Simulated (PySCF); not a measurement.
# Ways to converge the SCF of AlGa (triplet)

Do solver options change the result for AlGa (triplet), or only the number of cycles?

Method: each script names its method and basis; program: PySCF 2.14.0.

3 further runs of the same task are left out: 3 that didn't finish.

## (1) Starting geometry

AlGa (triplet): 2 atoms, charge 0, spin multiplicity 3.

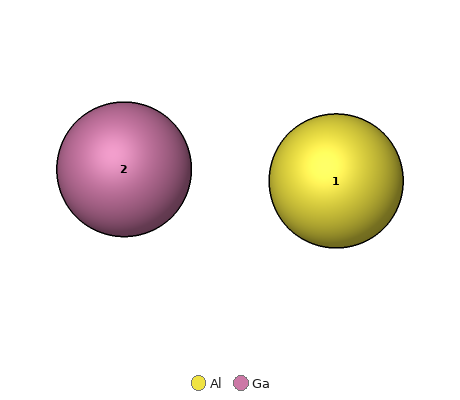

Start geometry, drawn with aluminium yellow, gallium pink; atoms are numbered from 1 in the order of the file.

## (2) The base run

input.py

```python
from pyscf import gto, scf

mol = gto.M(
    atom='Al 0 0 0; Ga 0 0 2.28',
    basis='lanl2dz',
    ecp={'Al': 'lanl2dz', 'Ga': 'lanl2dz'},
    charge=0,
    spin=2,
    verbose=4,
)
mf = scf.UHF(mol)
mf.kernel()
mf.stability(internal=True, external=True)
mf.dip_moment()
print('orbital energies (hartree):', [e[max(0, n-3):n+3].round(4) for e, n in zip(mf.mo_energy, mol.nelec)])
```

The run is started by

```console
$ OMP_NUM_THREADS=1 python input.py
```

The log of this run is left out.

Base result: E(SCF) = -3.806779 Eh, 13 cycles, ⟨S²⟩ = 2.006, μ = 0.25 D, internal unstable; real -> complex stable; UHF/UKS -> GHF/GKS unstable.

The bond length is a typed value, not an optimised one. A lower solution of the same kind exists, so this energy is an upper bound. The triplet is typed in the script; nothing here shows that it is the ground state.

## (3) Second-order solver on

Variant 1 changes second-order solver: off → on.

input.py

```python
from pyscf import gto, scf

mol = gto.M(
    atom='Al 0 0 0; Ga 0 0 2.28',
    basis='lanl2dz',
    ecp={'Al': 'lanl2dz', 'Ga': 'lanl2dz'},
    charge=0,
    spin=2,
    verbose=4,
)
mf = scf.UHF(mol)
mf = mf.newton()
mf.kernel()
mf.stability(internal=True, external=True)
mf.dip_moment()
print('orbital energies (hartree):', [e[max(0, n-3):n+3].round(4) for e, n in zip(mf.mo_energy, mol.nelec)])
```

The run is started by

```console
$ OMP_NUM_THREADS=1 python input.py
```

## (4) DIIS space 4

Variant 2 changes DIIS space: default → 4.

input.py, as its differences from that of step 2:

```diff
@@ -11,2 +11,3 @@
 mf = scf.UHF(mol)
+mf.diis_space = 4
 mf.kernel()
```

## (5) Initial guess atom

Variant 3 changes initial guess: minao → atom.

input.py, as its differences from that of step 2:

```diff
@@ -11,2 +11,3 @@
 mf = scf.UHF(mol)
+mf.init_guess = 'atom'
 mf.kernel()
```

## (6) Damping 0.8

Variant 4 changes damping: none → 0.8.

input.py, as its differences from that of step 2:

```diff
@@ -11,2 +11,4 @@
 mf = scf.UHF(mol)
+mf.damp = 0.8
+mf.diis_start_cycle = 8
 mf.kernel()
```

## (7) Convergence threshold 1e-11 hartree

Variant 5 changes convergence threshold: default → 1e-11 hartree.

input.py, as its differences from that of step 2:

```diff
@@ -11,2 +11,3 @@
 mf = scf.UHF(mol)
+mf.conv_tol = 1e-11
 mf.kernel()
```

## (8) Damping 0.5

Variant 6 changes damping: none → 0.5.

input.py, as its differences from that of step 2:

```diff
@@ -11,2 +11,4 @@
 mf = scf.UHF(mol)
+mf.damp = 0.5
+mf.diis_start_cycle = 8
 mf.kernel()
```

What does the calculation give? Wanted: for each run, E(SCF); from base; gap, α spin; SCF dipole; after the SCF.

**Answer**, as computed:

```
                                run  E(SCF) (hartree)  from base (eV)   cycles  gap, α spin (eV)  SCF dipole (D)                           after the SCF
                               base         -3.806779               0       13              6.14            0.25  unstable: internal, UHF/UKS -> GHF/GKS
             second-order solver on         -3.806779          0.0000  3 macro              6.14            0.25  unstable: internal, UHF/UKS -> GHF/GKS
                       DIIS space 4         -3.806779          0.0000       16              6.14            0.25  unstable: internal, UHF/UKS -> GHF/GKS
                 initial guess atom         -3.806779          0.0000       13              6.14            0.25  unstable: internal, UHF/UKS -> GHF/GKS
                        damping 0.8         -3.806779          0.0000       19              6.14            0.25  unstable: internal, UHF/UKS -> GHF/GKS
convergence threshold 1e-11 hartree         -3.806779          0.0000       15              6.14            0.25  unstable: internal, UHF/UKS -> GHF/GKS
                        damping 0.5         -3.806779          0.0000       18              6.14            0.25  unstable: internal, UHF/UKS -> GHF/GKS
```

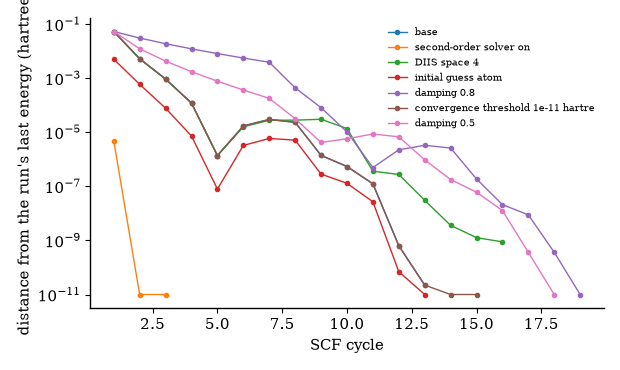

Convergence of the SCF energy, run by run.

In words: With second-order solver on or DIIS space 4 or initial guess atom or damping 0.8 or convergence threshold 1e-11 hartree or damping 0.5 the SCF ends at the base energy. The base needs 13 cycles and the run with damping 0.8 needs 19.
